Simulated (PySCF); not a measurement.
# BNH2Cl (SMILES N[B]Cl) at 4 levels

Wanted: a comparison of 4 runs (UMP2/cc-pVDZ, UMP2/cc-pV(D+d)Z, UMP2/cc-pVTZ, UMP2/cc-pV(T+d)Z) of BNH2Cl. 

Program for the calculation: PySCF 2.14.0.

## Step 1: The system as given

The species is BNH2Cl (5 atoms), meant as a doublet with charge 0. SMILES: `N[B]Cl`. Geometry: relaxed at PBE0-D4/def2-TZVP. This is one conformer, not always the lowest.

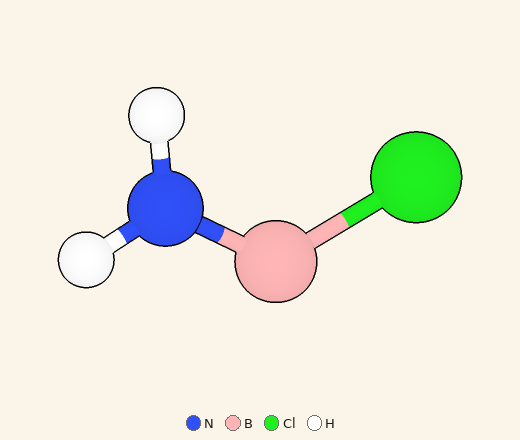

The structure, seen from a chosen angle (nitrogen blue, boron pink, chlorine green, hydrogen white).

## Step 2: The energy at UMP2/cc-pVDZ (run 1)

File input.py:

```python
# N[B]Cl
from pyscf import gto, scf, mp

system = gto.Mole()
system.atom = '''
N   -0.334000   0.412100  -0.256700
B   -0.098400  -0.544600   0.704400
Cl   1.343200  -1.526200   0.784600
H   -1.176700   0.959900  -0.273100
H    0.315800   0.625100  -1.000600
'''
system.spin = 1
system.verbose = 3
system.max_memory = 1860
system.basis = 'cc-pvdz'
system.build()

hf = scf.UHF(system)
hf.conv_tol = 1e-10
hf.kernel()
if not hf.converged:
    hf = hf.newton().run(hf.mo_coeff, hf.mo_occ)

pt = mp.MP2(hf, frozen=7).run()
etot = pt.e_tot
print('Final energy', etot)
```

The run is started by

```console
$ OMP_NUM_THREADS=1 python input.py
```

The program printed:

```text
converged SCF energy = -539.839743181616  <S^2> = 0.75639822  2S+1 = 2.006388
E(UMP2) = -540.205760675153  E_corr = -0.366017493537297
E(SCS-UMP2) = -540.195099700932  E_corr = -0.355356519316108
Final energy -540.2057606751531
```

Wall time 1.3 s (1 thread of Arm Neoverse V1, shared host); peak memory 0.13 GiB.

## Step 3: A single-point energy at UMP2/cc-pV(D+d)Z (run 2)

File input.py:

```python
# N[B]Cl
from pyscf import gto, scf, mp

system = gto.M(
    atom='''
N     -0.631169     0.778756    -0.485093
B     -0.185949    -1.029145     1.331123
Cl     2.538280    -2.884100     1.482679
H     -2.223641     1.813948    -0.516084
H      0.596776     1.181268    -1.890860
''',
    unit='bohr',
    spin=1,
    max_memory=1860,
    verbose=3,
    basis='cc-pv(d+d)z',
    charge=0,
)

mf = scf.UHF(system)
mf.conv_tol = 1e-10
mf.kernel()
if not mf.converged:
    mf = mf.newton().run(mf.mo_coeff, mf.mo_occ)

pt = mp.MP2(mf, frozen=7).run()
e_tot = pt.e_tot
print('E(%s) = %.9f' % ('MP2', e_tot))
```

The run is started by

```console
$ OMP_NUM_THREADS=1 python input.py
```

The program printed:

```text
converged SCF energy = -539.841382819947  <S^2> = 0.75651238  2S+1 = 2.0065018
E(UMP2) = -540.210508946772  E_corr = -0.369126126825435
E(SCS-UMP2) = -540.199733444156  E_corr = -0.358350624209685
E(MP2) = -540.210508947
```

Wall time 1.5 s (1 thread of Arm Neoverse V1, shared host); peak memory 0.14 GiB.

## Step 4: The energy at UMP2/cc-pVTZ (run 3)

File run.py:

```python
# N[B]Cl
from pyscf import gto, mp

mol = gto.M(
    atom=[
    ('N', (-0.334000, 0.412100, -0.256700)),
    ('B', (-0.098400, -0.544600, 0.704400)),
    ('Cl', (1.343200, -1.526200, 0.784600)),
    ('H', (-1.176700, 0.959900, -0.273100)),
    ('H', (0.315800, 0.625100, -1.000600)),
],
    verbose=4,
    charge=0,
    basis='cc-pvtz',
    spin=1,
    max_memory=1860,
)

hf = mol.UHF()
hf.conv_tol = 1e-10
hf.kernel()
if not hf.converged:
    hf = hf.newton().run(hf.mo_coeff, hf.mo_occ)

pt = mp.MP2(hf, frozen=7).run()
energy = pt.e_tot
print(f'total energy: {energy:.8f} hartree')
```

The run is started by

```console
$ OMP_NUM_THREADS=1 python run.py
```

The program printed:

```text
PySCF version 2.14.0

[... 97 lines left out ...]
converged SCF energy = -539.879510675043  <S^2> = 0.75653935  2S+1 = 2.0065287
[... 1 line left out ...]
******** <class 'pyscf.mp.ump2.UMP2'> ********
nocc = (np.int64(9), np.int64(8)), nmo = (115, 115)
frozen orbitals 7
E(UMP2) = -540.354227201406  E_corr = -0.474716526362994
E(SCS-UMP2) = -540.346289883072  E_corr = -0.466779208028783
E_corr(same-spin) = -0.118708411854011
E_corr(oppo-spin) = -0.356008114508983
total energy: -540.35422720 hartree
```

It took 9 s on 1 thread of Arm Neoverse V1, shared host; peak memory 0.39 GiB.

## Step 5: The energy at UMP2/cc-pV(T+d)Z (run 4)

File job.py:

```python
# N[B]Cl
from pyscf import gto, mp

mol = gto.M(
    atom='''
N     -0.631169     0.778756    -0.485093
B     -0.185949    -1.029145     1.331123
Cl     2.538280    -2.884100     1.482679
H     -2.223641     1.813948    -0.516084
H      0.596776     1.181268    -1.890860
''',
    spin=1,
    basis='cc-pv(t+d)z',
    verbose=3,
    max_memory=1860,
    charge=0,
    unit='bohr',
)

mf = mol.UHF()
mf.conv_tol = 1e-10
mf.kernel()
if not mf.converged:
    mf = mf.newton().run(mf.mo_coeff, mf.mo_occ)

pt = mp.MP2(mf, frozen=7).run()
etot = pt.e_tot
print(f'total energy: {etot:.8f} hartree')
```

The run is started by

```console
$ OMP_NUM_THREADS=1 python job.py
```

The program printed:

```text
converged SCF energy = -539.88038096433  <S^2> = 0.75664397  2S+1 = 2.006633
E(UMP2) = -540.355815912437  E_corr = -0.475434948107172
E(SCS-UMP2) = -540.347845400271  E_corr = -0.467464435940661
total energy: -540.35581591 hartree
```

It took 11 s on 1 thread of Arm Neoverse V1, shared host; peak memory 0.45 GiB.

## Step 6: Overview of the runs

```
run             level  energy (Eh)  dipole moment (D) of the reference  HOMO energy (eV)  LUMO energy (eV)  wall time
  1      UMP2/cc-pVDZ  -540.205761                                2.89             -9.24              3.00      1.3 s
  2  UMP2/cc-pV(D+d)Z  -540.210509                                2.87             -9.23              3.00      1.5 s
  3      UMP2/cc-pVTZ  -540.354227                                2.72             -9.32              2.48        9 s
  4  UMP2/cc-pV(T+d)Z  -540.355816                                2.70             -9.31              2.48       11 s
```

Convergence of the total energy of doublet BNH2Cl with the basis set, against the last point:

```
  basis set  from the last (mEh)  wall time
    cc-pVDZ             +150.055      1.3 s
cc-pV(D+d)Z             +145.307      1.5 s
    cc-pVTZ               +1.589        9 s
cc-pV(T+d)Z               +0.000       11 s
```

Convergence of the dipole moment (Hartree–Fock density) of doublet BNH2Cl with the basis set, against the last point:

```
  basis set  from the last (D)  wall time
    cc-pVDZ            +0.1858      1.3 s
cc-pV(D+d)Z            +0.1631      1.5 s
    cc-pVTZ            +0.0132        9 s
cc-pV(T+d)Z            +0.0000       11 s
```

## Step 7: Results

```
                                                         quantity          value
                                              run 4: total energy  -540.35582 Eh
                      run 4: dipole moment (Hartree–Fock density)         2.70 D
run 4: HOMO energy (Hartree–Fock orbitals) (highest over α and β)       -9.31 eV
 run 4: LUMO energy (Hartree–Fock orbitals) (lowest over α and β)        2.48 eV
               run 4: correlation energy (7 core orbitals frozen)     -475.4 mEh
                         run 4: ⟨S²⟩ of the reference determinant          0.757
```

**Reading.** Over the runs the total energy spans 4.083 eV. All runs together took 23 s, the longest 11 s.
